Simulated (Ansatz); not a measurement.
Effect of x(Cd) = 0.333, 6 atoms, I-4m2 on InP

Base system: InP in the zinc blende structure (space group F-43m, No. 216; a = 5.907 Å).

The other end (x = 1) is CdP in the zinc blende structure (space group F-43m, No. 216; a hypothetical phase, not in the database extracts checked): 25.16 Å³/atom, gap zero; this end may not be an ambient phase.

One thing is altered: Cd replaces 33.3 % of the In, ordered in a cell of 6 atoms (starting symmetry I-4m2) and fully relaxed.

Calculations: r2SCAN (Ansatz, an electronic-structure program; PAW; 500 eV plane waves; spin-orbit coupling left out). Γ-centred 16×16×16 mesh, Fermi–Dirac width 0.05 eV, for the changed cell.

| quantity | base | changed | shift |
|---|---|---|---|
| density | 4.70 g/cm³ | 4.70 g/cm³ | 0.00 g/cm³ |
| band gap | 1.03 eV | zero | – |
| mixing energy (to 0.01 eV only: unlike meshes or grids) (against an end that may be hypothetical) | – | -0.01 eV/atom | – |
| deviation of the volume from the linear (Vegard-type) interpolation | – | +0.2 % | – |
| mean first-shell distances | – | In–P 2.544 Å (end compound 2.558 Å), Cd–P 2.575 Å (end compound 2.538 Å) | – |

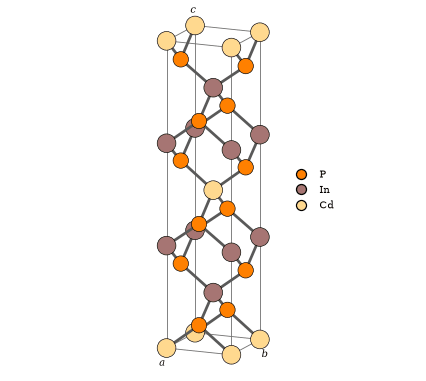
*The relaxed conventional cell after the change*

These are small ordered cells, not random alloys; other orderings at the same x differ. Stability against distortions was not tested. The final runs are not spin-polarised. An odd electron count without spin: CdIn2P3 and CdP.
